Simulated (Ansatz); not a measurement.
# CH6OZn: molecular dynamics (part 2 of 2)

CH6OZn; RKS PBE0-D4/def2-SVP (Ansatz 0.2.0). Some settings of this run were made unusual or wrong on purpose.

Geometry of the input (Å):
```
Zn -0.1621  0.3430  -1.0250
H  -0.0651  -0.1343  -2.5059
C  -0.3237  1.3200  0.6635
H  0.6844  -2.3862  -0.7488
O  0.2435  -1.7955  -0.1325
H  -1.0923  0.8685  1.2984
H  -0.5915  2.3687  0.5145
H  0.6179  1.2998  1.2219
H  0.6892  -1.8841  0.7140
```

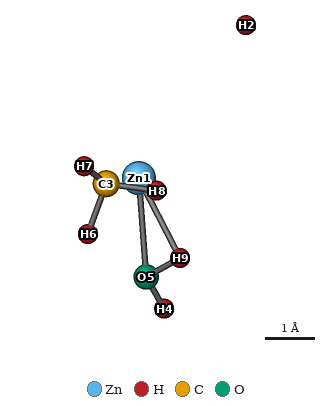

Figure 1. The geometry at step 17 of the log (ball-and-stick view, seen at a tilt; atoms are numbered from 1 in the order of the input).

**Trajectory as extended XYZ, continued**
```
9
Properties=species:S:1:pos:R:3:forces:R:3 step=8 time_fs=6.0 energy=-51573.83387 temperature=8932.8
Zn   -0.2053    0.2781   -1.0404    0.4488   1.7073  -0.2448
H     0.6465    1.0841   -3.6971   -0.4952  -0.6236   1.4293
C    -0.0391    1.4846    0.9972    0.4220  -0.0686  -0.1849
H     0.3961   -2.8357   -0.7720   -1.0127   5.1825   2.5167
O     0.0544   -1.7650   -0.2251    4.9376  -1.2488  -0.5064
H    -0.6925    0.6457    1.4726    1.4453   1.6674   0.0740
H    -0.1235    2.6203    1.4204   -0.7180  -2.6695  -1.5173
H     1.0970    1.3688    1.0252   -1.1385  -0.6100   0.4747
H     1.1588   -1.0308    0.2967   -3.8893  -3.3365  -2.0413
9
Properties=species:S:1:pos:R:3:forces:R:3 step=10 time_fs=7.5 energy=-51572.85055 temperature=7983.1
Zn   -0.2161    0.2671   -1.0470    0.2773   1.5107  -0.0542
H     0.7657    1.3135   -3.8957   -0.3852  -0.5353   1.0720
C     0.0238    1.5159    1.0853    2.3714   2.6073  -0.8539
H     0.3178   -2.8459   -0.7140   -0.8529   5.1932   2.1267
O     0.0132   -1.7554   -0.2364    4.4306  -1.6442  -0.6355
H    -0.5079    0.7016    1.5148   -0.4330  -0.6807   1.2665
H    -0.0473    2.6554    1.6043   -0.5504  -3.1597  -1.9356
H     1.1590    1.3589    0.9876   -1.3471  -0.1725   0.5394
H     1.1802   -0.9548    0.2061   -3.5106  -3.1189  -1.5253
9
Properties=species:S:1:pos:R:3:forces:R:3 step=11 time_fs=8.2 energy=-51572.81352 temperature=7867.4
Zn   -0.2223    0.2618   -1.0498    0.2015   1.4355   0.0692
H     0.8157    1.4177   -3.9897   -0.3400  -0.4884   0.9368
C     0.0560    1.5336    1.1311    3.3030   3.6316  -1.5082
H     0.2735   -2.8097   -0.6751   -0.6876   4.9232   1.8528
O    -0.0045   -1.7497   -0.2423    4.1697  -1.4817  -0.5453
H    -0.4194    0.7249    1.5444   -1.3451  -2.0972   1.9084
H    -0.0101    2.6410    1.6778   -0.5188  -2.9079  -1.9438
H     1.1846    1.3542    0.9774   -1.3925   0.0618   0.5655
H     1.1703   -0.9378    0.1553   -3.3901  -3.0768  -1.3355
9
Properties=species:S:1:pos:R:3:forces:R:3 step=12 time_fs=9.0 energy=-51573.06950 temperature=7904.7
Zn   -0.2280    0.2566   -1.0527    0.1371   1.3928   0.2161
H     0.8620    1.5179   -4.0771   -0.3031  -0.4469   0.8274
C     0.0892    1.5529    1.1758    3.6152   3.5892  -1.9998
H     0.2249   -2.7458   -0.6271   -0.3315   3.9739   1.3319
O    -0.0200   -1.7428   -0.2488    3.7741  -0.5549  -0.1835
H    -0.3407    0.7365    1.5838   -1.7491  -2.8738   2.1747
H     0.0266    2.6060    1.7417   -0.5167  -2.2474  -1.7674
H     1.2042    1.3523    0.9724   -1.3038   0.2701   0.5666
H     1.1469   -0.9283    0.0985   -3.3223  -3.1029  -1.1659
9
Properties=species:S:1:pos:R:3:forces:R:3 step=13 time_fs=9.8 energy=-51573.45942 temperature=8129.5
Zn   -0.2334    0.2517   -1.0553    0.0179   1.4647   0.2092
H     0.9061    1.6204   -4.1560   -0.2732  -0.4121   0.7369
C     0.1248    1.5725    1.2187    3.0474   1.9697  -2.0969
H     0.1731   -2.6550   -0.5713    0.4576   1.0943   0.1992
O    -0.0333   -1.7356   -0.2559    3.0481   2.2914   0.8314
H    -0.2775    0.7338    1.6328   -1.5446  -2.5282   1.8575
H     0.0571    2.5567    1.7941   -0.5180  -1.0636  -1.2843
H     1.2131    1.3507    0.9732   -0.9334   0.4291   0.5068
H     1.1098   -0.9308    0.0316   -3.3017  -3.2453  -0.9597
9
Properties=species:S:1:pos:R:3:forces:R:3 step=14 time_fs=10.5 energy=-51573.34510 temperature=8444.7
Zn   -0.2387    0.2473   -1.0581   -0.2076   1.7249   0.0338
H     0.9515    1.7232   -4.2298   -0.2492  -0.3816   0.6602
C     0.1630    1.5921    1.2607    2.0567  -1.0558  -2.2273
H     0.1225   -2.5508   -0.5130    2.0682  -6.2695  -2.0939
O    -0.0458   -1.7290   -0.2628    1.6090   9.5899   3.0225
H    -0.2249    0.7199    1.6901   -1.0494  -1.4187   1.1778
H     0.0839    2.5013    1.8340   -0.5740   0.8062  -0.2940
H     1.2173    1.3451    0.9838   -0.3736   0.5517   0.3682
H     1.0560   -0.9499   -0.0452   -3.2799  -3.5472  -0.6472
9
Properties=species:S:1:pos:R:3:forces:R:3 step=15 time_fs=11.2 energy=-51572.47501 temperature=7751.3
Zn   -0.2437    0.2426   -1.0615   -0.4005   2.0122  -0.0767
H     0.9988    1.8277   -4.3018   -0.2277  -0.3527   0.5903
C     0.2026    1.6115    1.3017    1.0218  -4.8315  -2.9162
H     0.0835   -2.4727   -0.4709    3.8998 -16.4394  -4.6197
O    -0.0580   -1.7194   -0.2682    0.0185  19.7124   5.4019
H    -0.1795    0.7044    1.7534   -0.5695  -0.2291   0.4677
H     0.1083    2.4480    1.8656   -0.7626   3.3929   1.3135
H     1.2178    1.3398    0.9991    0.3674   0.5925   0.1468
H     0.9854   -0.9888   -0.1234   -3.3472  -3.8573  -0.3077
9
Properties=species:S:1:pos:R:3:forces:R:3 step=17 time_fs=12.8 energy=-51574.04267 temperature=9475.1
Zn   -0.2525    0.2339   -1.0706   -0.6526   2.5573  -0.2442
H     1.0940    2.0357   -4.4188   -0.1888  -0.3015   0.4673
C     0.2844    1.6450    1.3832   -0.6917  -8.4504  -3.2547
H     0.0891   -2.5599   -0.4737    0.8059  -2.7328  -0.8060
O    -0.0819   -1.6775   -0.2749    0.9106   3.7374   1.0466
H    -0.0942    0.6853    1.8764   -0.0201   1.2191  -0.4404
H     0.1549    2.4131    1.9563   -0.9986   5.7350   3.0613
H     1.2246    1.3342    1.0197    1.7472   0.5217  -0.3713
H     0.7887   -1.1385   -0.2669   -0.9121  -2.2858   0.5415
9
Properties=species:S:1:pos:R:3:forces:R:3 step=18 time_fs=13.5 energy=-51573.71319 temperature=9301.2
Zn   -0.2569    0.2291   -1.0760   -0.7106   2.7871  -0.3153
H     1.1476    2.1399   -4.4695   -0.1682  -0.2722   0.4069
C     0.3246    1.6557    1.4234   -1.2269  -6.8501  -1.5799
H     0.1103   -2.6473   -0.4961   -0.6633   2.6666   0.4679
O    -0.0949   -1.6522   -0.2767   -5.6673  -6.6323   0.1735
H    -0.0579    0.6843    1.9324    0.1349   1.5348  -0.6810
H     0.1741    2.4437    2.0262   -0.5944   3.8242   1.6959
H     1.2458    1.3319    1.0221    1.7126   0.6078  -0.3931
H     0.6696   -1.2413   -0.3352    7.1833   2.3341   0.2250
9
Properties=species:S:1:pos:R:3:forces:R:3 step=19 time_fs=14.2 energy=-51572.06713 temperature=7834.1
Zn   -0.2610    0.2241   -1.0823   -0.6789   2.8207  -0.2899
H     1.2011    2.2415   -4.5193   -0.1475  -0.2413   0.3506
C     0.3633    1.6632    1.4629   -1.4111  -4.5385   0.2192
H     0.1297   -2.7170   -0.5138   -1.4522   4.3246   0.9485
O    -0.1107   -1.6284   -0.2766  -16.8635 -13.2952   2.3883
H    -0.0231    0.6929    1.9801    0.1837   1.5929  -0.7636
H     0.1925    2.4978    2.1036   -0.0171   1.3472  -0.1380
H     1.2777    1.3270    1.0236    1.2586   0.8139  -0.2145
H     0.5940   -1.3305   -0.4024   19.1280   7.1758  -2.5006
9
Properties=species:S:1:pos:R:3:forces:R:3 step=20 time_fs=15.0 energy=-51572.33932 temperature=8158.8
Zn   -0.2649    0.2198   -1.0878   -0.6505   2.7460  -0.2199
H     1.2508    2.3451   -4.5715   -0.1272  -0.2119   0.3007
C     0.4009    1.6666    1.5033   -1.2808  -2.6106   1.3274
H     0.1442   -2.7596   -0.5197   -1.9040   4.3980   1.1074
O    -0.1321   -1.6093   -0.2739   -9.8563  -9.7584   2.3098
H     0.0121    0.7051    2.0200    0.1508   1.4888  -0.7106
H     0.2175    2.5618    2.1762    0.4206  -0.5888  -1.4905
H     1.3170    1.3258    1.0312    0.7072   1.0133   0.0313
H     0.6280   -1.3827   -0.4897   12.5401   3.5235  -2.6557
9
Properties=species:S:1:pos:R:3:forces:R:3 step=21 time_fs=15.8 energy=-51572.73784 temperature=8240.9
Zn   -0.2691    0.2168   -1.0928   -0.6413   2.6973  -0.1718
H     1.2957    2.4523   -4.6257   -0.1093  -0.1871   0.2594
C     0.4377    1.6667    1.5444   -0.9600  -1.1665   1.7129
H     0.1511   -2.7748   -0.5176   -2.1552   4.1721   1.1839
O    -0.1577   -1.5932   -0.2686    1.4239  -6.4823  -0.7160
H     0.0520    0.7217    2.0557    0.0188   1.1663  -0.5282
H     0.2504    2.6172    2.2389    0.6403  -1.7564  -2.2111
H     1.3584    1.3309    1.0462    0.2792   1.1282   0.2234
H     0.7241   -1.4153   -0.5958    1.5035   0.4284   0.2475
9
Properties=species:S:1:pos:R:3:forces:R:3 step=23 time_fs=17.2 energy=-51571.52631 temperature=7171.2
Zn   -0.2760    0.2124   -1.1049   -0.3334   2.2131  -0.0300
H     1.3694    2.6550   -4.7237   -0.0823  -0.1498   0.1988
C     0.5083    1.6682    1.6225    0.0097   0.8468   1.3423
H     0.1419   -2.7287   -0.4960   -2.3612   4.0959   1.1995
O    -0.2067   -1.5633   -0.2604    6.5838  -5.7786  -2.8107
H     0.1457    0.7608    2.1219   -0.4244   0.0818   0.0357
H     0.3195    2.6808    2.3309    0.7313  -2.6495  -2.6351
H     1.4510    1.3658    1.0978   -0.3863   1.1802   0.4792
H     0.9117   -1.4521   -0.7993   -3.7372   0.1601   2.2203
9
Properties=species:S:1:pos:R:3:forces:R:3 step=24 time_fs=18.0 energy=-51571.17425 temperature=6869.3
Zn   -0.2784    0.2109   -1.1120   -0.0689   1.7691   0.0771
H     1.4086    2.7603   -4.7632   -0.0705  -0.1320   0.1711
C     0.5446    1.6704    1.6615    0.4864   1.7979   0.8371
H     0.1200   -2.6722   -0.4729   -2.3745   4.0554   1.1141
O    -0.2279   -1.5495   -0.2571    6.1171  -5.6990  -2.5932
H     0.1907    0.7897    2.1566   -0.7318  -0.7665   0.4391
H     0.3561    2.6879    2.3542    0.6882  -2.6259  -2.5514
H     1.4969    1.3927    1.1350   -0.5397   1.0845   0.4888
H     0.9770   -1.4665   -0.8777   -3.5065   0.5166   2.0174
9
Properties=species:S:1:pos:R:3:forces:R:3 step=25 time_fs=18.8 energy=-51571.18159 temperature=6720.5
Zn   -0.2806    0.2097   -1.1194    0.1478   1.3306   0.1983
H     1.4466    2.8678   -4.7917   -0.0600  -0.1157   0.1465
C     0.5809    1.6735    1.7024    0.8245   2.3150   0.2774
H     0.0835   -2.5980   -0.4447   -2.2343   3.5190   0.9470
O    -0.2465   -1.5392   -0.2532    5.2797  -5.0503  -2.1931
H     0.2287    0.8141    2.1968   -0.9331  -1.4356   0.7265
H     0.3916    2.6782    2.3604    0.5869  -2.2758  -2.2562
H     1.5383    1.4268    1.1736   -0.5986   0.9151   0.4543
H     1.0208   -1.4837   -0.9417   -3.0129   0.7977   1.6993
```

**What the run reported**

| quantity | value |
| --- | --- |
| outcome | finished |
| mean temperature over the second half | 7986 K |
| trajectory | 25 steps, 18.75 fs |
| ensemble | nvt_langevin |
| temperature in the input | 20000 K |
| time step | 0.75 fs |
| potential energy (last step) | −51571.1816 eV |
| mean-field energy (last step) | −51571.0726 eV |
| dispersion energy (last step) | −0.1090 eV |
| SCF solution under orbital rotations (last step) | stable |
| largest force (length of the vector) (last step) | 7.628 eV/Å |
| dipole moment (last step) | 6.57 D |
| hardware | 4 threads of Arm Neoverse V1, 23 GiB of memory available, shared host |
| wall time | 32 s (CPU time 1.9 min) |
| peak memory | 0.46 GiB |

**Diagnosis**

A setting was made wrong on purpose: far too hot. The program still converged, but the numbers can't be taken as results for the intended system. So short a trajectory is not equilibrated. The logged temperature at the start can lie below the typed one, since it is counted over all degrees of freedom. The temperature stays far from the 20000 K of the thermostat over the second half: the run isn't equilibrated.
